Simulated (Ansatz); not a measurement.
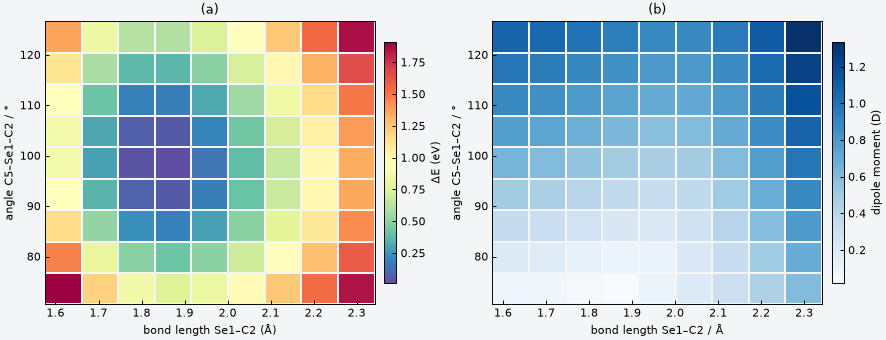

Se(CCH)2 (C4H2Se). 
- First axis: bond length Se1–C2. Second axis: angle C5–Se1–C2.
- Nothing is relaxed (all other coordinates rigid).
- The grid has 9 × 9 points.
- Points are written as (first, second).
- Energies are in eV, from the relaxed molecule at the same level.
- Level of theory: RKS wB97X-V/def2-SVP (Ansatz).

Panel (a) is the energy; panel (b) is the computed dipole moment, in D.

Drawn: one coloured cell a grid point.

Question: How does the dipole moment vary over the map, and what is it at the lowest grid point?

Answer: Leaving out the highest fifth of the energies, it runs from 0.02 D at (1.873 Å, 73.6°) to 1.05 D at (1.703 Å, 123.6°). At the lowest grid point, (1.873 Å, 98.6°), it is 0.49 D.
